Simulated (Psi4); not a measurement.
# SiHCl2 (SMILES Cl[SiH]Cl) at UKMLYP/6-31G(d,p) (Cholesky decomposition, Cartesian functions)

Aim: the energy change on altering one bond length of SiHCl2 at UKMLYP/6-31G** (Cholesky decomposition, Cartesian functions), from 2 runs. 

The calculation is run with Psi4 1.11.

4 further runs of the same task are left out: 4 set aside as unsound or not needed.

### 1 The system as given

SiHCl2: 4 atoms, total charge 0, spin state doublet. SMILES: `Cl[SiH]Cl`. Geometry: relaxed at PBE0-D4/def2-TZVP.

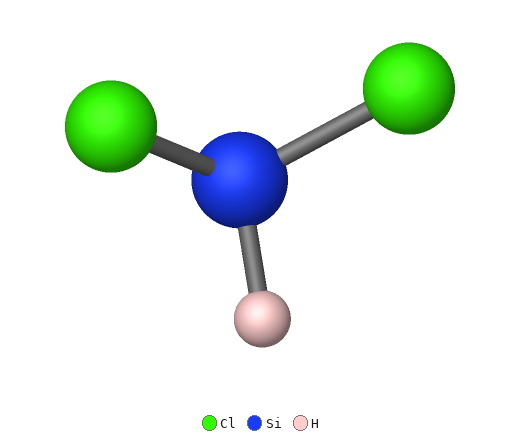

The structure, seen from a chosen angle (chlorine green, silicon blue, hydrogen pink).

### 2 The charge distribution at UKMLYP/6-31G(d,p) (Cholesky decomposition, Cartesian functions)

job.dat

```
memory 1600 mb

molecule {
  0 2
  Cl    -1.646600     0.177800     0.889400
  Si     0.187600    -0.414200     0.200000
  Cl     0.250900    -0.281300    -1.841700
  H      1.208200     0.517700     0.752400
  symmetry c1
}

set basis 6-31G**
set reference uks
set scf_type cd

E, wfn = energy("kmlyp", return_wfn=True)
oeprop(wfn, "MULTIPOLE(3)", "NO_OCCUPATIONS", "DIPOLE")
```

Launch:

```bash
$ psi4 -i job.dat -o job.out -n 1
```

job.out (excerpt; [...] marks lines left out):

```text
[...]
  Running in c1 symmetry.
[...]
  Nuclear repulsion =  179.837223157490143
[...]
  Multiplicity = 2
[...]
  Nalpha       = 25
  Nbeta        = 24
[...]
    Number of basis functions: 62
[...]
   @UKS iter   1: -1209.38667995222045   -1.67210e-01   3.02543e-03 DIIS/ADIIS
[...]
   @UKS iter   8: -1209.40817466218164   -1.37393e-08   4.10721e-07 DIIS
[...]
   @S^2 Observed:                7.520542190E-01
[...]
    Orbital Energies [Eh]
    ---------------------
    Alpha Occupied:
       1A   -102.878263     2A   -102.878253     3A    -67.288126
       4A     -9.978202     5A     -9.978191     6A     -7.621979
       7A     -7.621964     8A     -7.617228     9A     -7.617216
      10A     -7.616402    11A     -7.616389    12A     -5.761354
      13A     -4.019490    14A     -4.015951    15A     -4.013791
      16A     -1.013173    17A     -0.986616    18A     -0.658421
      19A     -0.517151    20A     -0.516426    21A     -0.475291
      22A     -0.439486    23A     -0.432867    24A     -0.424108
      25A     -0.314388
    Alpha Virtual:
[...]
  @UKS Final Energy: -1209.40817466218164
   => Energetics <=
    Nuclear Repulsion Energy =            179.8372231574901434
    One-Electron Energy =               -2030.5709865651006112
    Two-Electron Energy =                 675.8284689037323005
    DFT Exchange-Correlation Energy =     -34.5028801583035474
    Empirical Dispersion Energy =           0.0000000000000000
    VV10 Nonlocal Energy =                  0.0000000000000000
    Total Energy =                      -1209.4081746621816364
[...]
 Multipole Moments:
 ------------------------------------------------------------------------------------
     Multipole            Electronic (a.u.)      Nuclear  (a.u.)        Total (a.u.)
 ------------------------------------------------------------------------------------
 L = 1.  Multiply by 2.5417464519 to convert [e a0] to [Debye]
 Dipole X            :         -1.5314219            2.0413581            0.5099362
 Dipole Y            :         -0.5926257            0.4416522           -0.1509735
 Dipole Z            :         -0.9642172            1.3440506            0.3798333
 Magnitude           :                                                    0.6535299
[...]
```

Wall time 5.7 s (1 thread of Intel Xeon Platinum 8275CL at 3.00GHz (Skylake/Cascade Lake), shared host); peak memory 0.34 GiB.

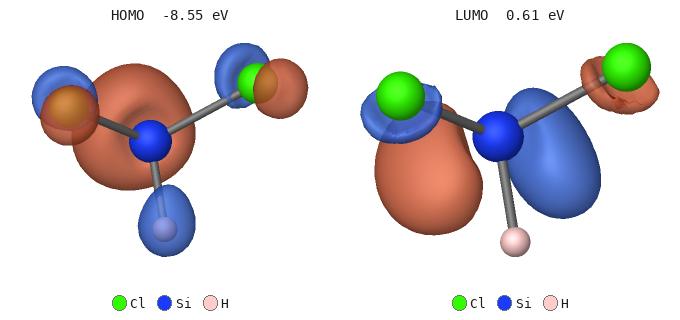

Frontier orbitals of this run (spin up), surfaces at ±0.2 Å^-3/2.

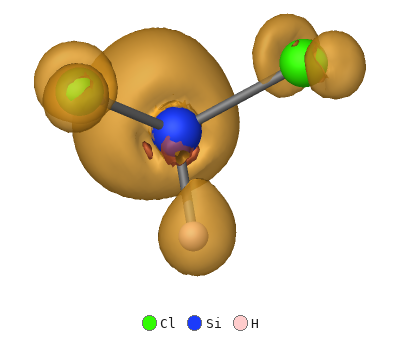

Spin density, surfaces at ±0.03 e/Å³.

### 3 The distorted shape

cl2hsi.xyz

```xyz
4
Cl2HSi
Cl    -1.741550    -0.021550     3.951950
Si     0.092650    -0.613550     3.262550
Cl     0.250900    -0.281300    -1.841700
H      1.113250     0.318350     3.814950
```

cl2hsi.py

```python
import psi4

psi4.set_memory(1600000000)
psi4.set_num_threads(1)
psi4.set_output_file('psi4.out', False)

with open('cl2hsi.xyz') as f:
    atoms = ''.join(f.readlines()[2:])
molecule = psi4.geometry('0 2\n' + atoms + 'symmetry c1')

psi4.set_options({
    'basis': '6-31G**',
    'reference': 'uks',
    'scf_type': 'cd',
})

result, w = psi4.energy('kmlyp', return_wfn=True)
psi4.oeprop(w, 'MULTIPOLE(3)', 'NO_OCCUPATIONS', 'DIPOLE')
print(f'kmlyp energy: {result:.10f} Eh')
```

Launch:

```bash
$ python cl2hsi.py
```

psi4.out (excerpt; [...] marks lines left out):

```text
[...]
  Running in c1 symmetry.
[...]
  Nuclear repulsion =  120.744100117308093
[...]
  Multiplicity = 2
[...]
  Nalpha       = 25
  Nbeta        = 24
[...]
    Number of basis functions: 62
[...]
   @UKS iter   1: -1209.06681618998550   -3.89469e-01   5.81304e-03 DIIS/ADIIS
[...]
   @UKS iter  38: -1209.27298087976260   -1.18280e-09   9.18053e-07 DIIS
[...]
   @S^2 Observed:                7.522619907E-01
[...]
    Orbital Energies [Eh]
    ---------------------
    Alpha Occupied:
       1A   -102.919429     2A   -102.870417     3A    -67.249441
       4A    -10.013696     5A     -9.970737     6A     -7.672452
       7A     -7.648489     8A     -7.648460     9A     -7.613279
      10A     -7.610395    11A     -7.608659    12A     -5.723539
      13A     -3.979446    14A     -3.976845    15A     -3.972748
      16A     -0.999220    17A     -0.989817    18A     -0.619833
      19A     -0.505124    20A     -0.487143    21A     -0.447045
      22A     -0.446678    23A     -0.442264    24A     -0.437453
      25A     -0.303699
    Alpha Virtual:
[...]
  @UKS Final Energy: -1209.27298087976260
   => Energetics <=
    Nuclear Repulsion Energy =            120.7441001173080934
    One-Electron Energy =               -1912.6836504956427234
    Two-Electron Energy =                 617.0965317458093295
    DFT Exchange-Correlation Energy =     -34.4299622472371638
    Empirical Dispersion Energy =           0.0000000000000000
    VV10 Nonlocal Energy =                  0.0000000000000000
    Total Energy =                      -1209.2729808797625992
[...]
 Multipole Moments:
 ------------------------------------------------------------------------------------
     Multipole            Electronic (a.u.)      Nuclear  (a.u.)        Total (a.u.)
 ------------------------------------------------------------------------------------
 L = 1.  Multiply by 2.5417464519 to convert [e a0] to [Debye]
 Dipole X            :         -1.4745586            1.9836924            0.5091338
 Dipole Y            :         -0.1750131            0.3205817            0.1455686
 Dipole Z            :         -3.1596620            3.2040174            0.0443554
 Magnitude           :                                                    0.5313896
[...]
```

The script printed:

```text
kmlyp energy: -1209.2729808798 Eh
```

Wall time 12 s (1 thread of Intel Xeon Platinum 8275CL at 3.00GHz (Skylake/Cascade Lake), shared host); peak memory 0.31 GiB.

### 4 Results

At UKMLYP/6-31G** (Cholesky decomposition, Cartesian functions):

```
                                                           quantity           value
                                          first shape: total energy  -1209.40817 Eh
                                         first shape: dipole moment          1.66 D
                    first shape: HOMO energy (highest over α and β)        -8.55 eV
                     first shape: LUMO energy (lowest over α and β)        -2.74 eV
                                                  first shape: ⟨S²⟩           0.752
                                      distorted shape: total energy  -1209.27298 Eh
                                     distorted shape: dipole moment          1.35 D
                distorted shape: HOMO energy (highest over α and β)        -8.26 eV
                 distorted shape: LUMO energy (lowest over α and β)        -5.16 eV
                                              distorted shape: ⟨S²⟩           0.752
energy change with the Si2–Cl3 bond stretched from 2.047 to 5.117 Å        3.679 eV
```

**Reading.** With the Si2–Cl3 bond stretched from 2.047 to 5.117 Å the energy rises by 3.68 eV (85 kcal/mol). The first shape isn't relaxed at this level, so the change isn't measured from a minimum.
